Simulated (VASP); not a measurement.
Band structure of TiC (rock salt). Level of theory: TPSS meta-GGA, VASP's PBE PAW potentials (set 64) (plane waves; VASP).

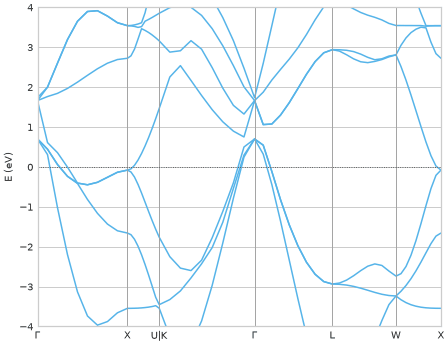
Figure: Bands along high-symmetry lines, zero at the valence-band maximum or, without a gap, the Fermi level

**Question.** Read the plot: is there a gap, and where are the band edges?

**Answer.** It has no gap at this level: it comes out as a metal or semimetal.

The compound is TiC in the rock salt structure. It was relaxed first.
